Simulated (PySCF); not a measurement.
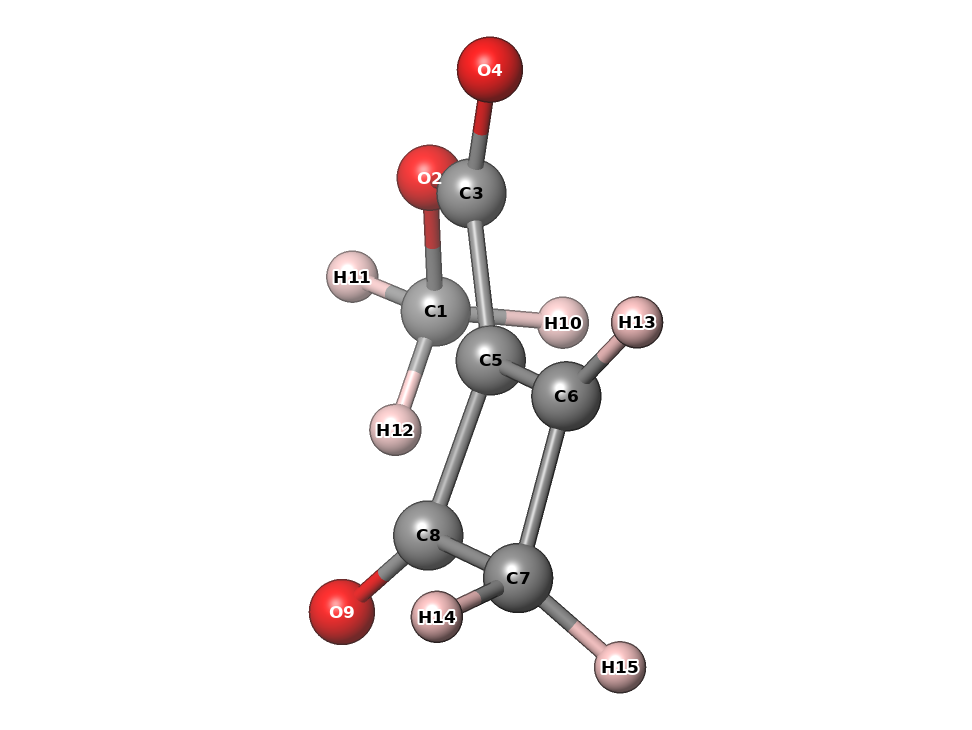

O2 lies behind C3. The molecule seen a little off the C3–O2 bond, C3 in front. Distant atoms are faded towards the background colour. Geometry: an image of a reaction path computed with GFN2-xTB, not a minimum.

**What is the torsion angle O4–C3–O2–C1? The sign is positive where the front bond must turn clockwise to cover the back bond.**

168°, antiperiplanar (anti).
